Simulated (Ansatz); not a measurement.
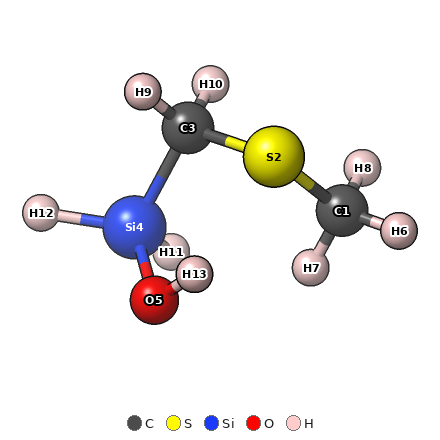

The system is C2H8OSSi, SMILES CSC[SiH2]O; the picture shows the reference structure. Coordinates scanned: (1) angle C1–S2–C3; (2) change of the bonds S2–C1, S2–C3, all alike. Nothing is relaxed (all other coordinates rigid). The scan uses a 13 × 13 grid. Points are written as (first, second). Energies are in eV, from the relaxed molecule at the same level. Computed with RKS SPW92 (LDA)/def2-SVP (Ansatz).

Its coordinates:

```xyz
13

C    -1.5048    0.8881    0.6310
S     0.2208    1.3014    0.9343
C     0.9656   -0.3436    0.7918
Si    0.7449   -0.9915   -0.9816
O     0.5941    0.3766   -1.9088
H    -2.0832    1.8313    0.7101
H    -1.6435    0.4716   -0.3915
H    -1.8874    0.1723    1.3897
H     2.0477   -0.1932    1.0020
H     0.5724   -1.0238    1.5806
H    -0.4880   -1.8572   -1.0710
H     1.9359   -1.8154   -1.3923
H     0.5461    1.1487   -1.2795
```

Range: angle C1–S2–C3 from 54.9 to 144.9°; change of the bonds S2–C1, S2–C3, all alike from −0.199 to 0.307 Å.

What will the energy surface look like?

The lowest grid point is at (99.9°, 0.012 Å), 0.0028 eV from the relaxed molecule at the same level. No other kind of well shows on this grid. The highest grid point, (54.9°, −0.199 Å), lies 14.79 eV above the lowest. Round the minimum the two coordinates are weakly coupled (coupling 0.14 in units of the two stiffnesses).

```csv
"second ↓, first →",54.9,62.4,69.9,77.4,84.9,92.4,99.9,107.4,114.9,122.4,129.9,137.4,144.9
0.307,5.21,2.97,1.96,1.49,1.28,1.21,1.23,1.31,1.44,1.63,1.86,2.14,2.46
0.265,5.41,2.94,1.81,1.28,1.04,0.96,0.97,1.05,1.19,1.38,1.63,1.92,2.25
0.223,5.66,2.95,1.70,1.11,0.83,0.73,0.73,0.81,0.95,1.15,1.41,1.71,2.05
0.181,6.00,3.02,1.63,0.96,0.64,0.52,0.51,0.59,0.74,0.94,1.21,1.52,1.88
0.138,6.42,3.15,1.60,0.84,0.48,0.33,0.32,0.39,0.54,0.76,1.03,1.36,1.73
0.096,6.94,3.35,1.63,0.78,0.37,0.19,0.16,0.23,0.39,0.61,0.89,1.23,1.61
0.054,7.57,3.63,1.72,0.78,0.31,0.10,0.05,0.12,0.27,0.50,0.79,1.14,1.54
0.012,8.32,4.02,1.90,0.84,0.31,0.07,0.00,0.06,0.22,0.45,0.75,1.11,1.52
−0.030,9.22,4.52,2.17,0.98,0.38,0.10,0.02,0.07,0.22,0.46,0.77,1.14,1.56
−0.072,10.29,5.16,2.56,1.23,0.55,0.23,0.12,0.16,0.31,0.55,0.87,1.25,1.68
−0.114,11.55,5.96,3.08,1.60,0.83,0.46,0.32,0.35,0.50,0.74,1.06,1.45,1.89
−0.156,13.02,6.94,3.76,2.11,1.24,0.81,0.65,0.66,0.80,1.05,1.38,1.78,2.23
−0.199,14.79,8.18,4.66,2.81,1.83,1.34,1.14,1.13,1.27,1.52,1.85,2.26,2.72
```

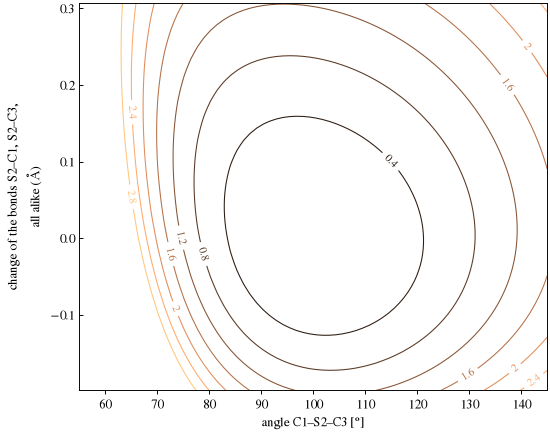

Drawn: contour lines labelled in eV (none above 2.8). Between grid points the surface is interpolated.

Each point was launched as `ansatz run input.yaml --threads 1 --pin off --max-ram 2560MiB --backend cpu --events-out ev --progress --plain --runs-dir out`. The whole map (169 points run) took 11 min on 1 thread of Arm Neoverse V1, on a shared host.
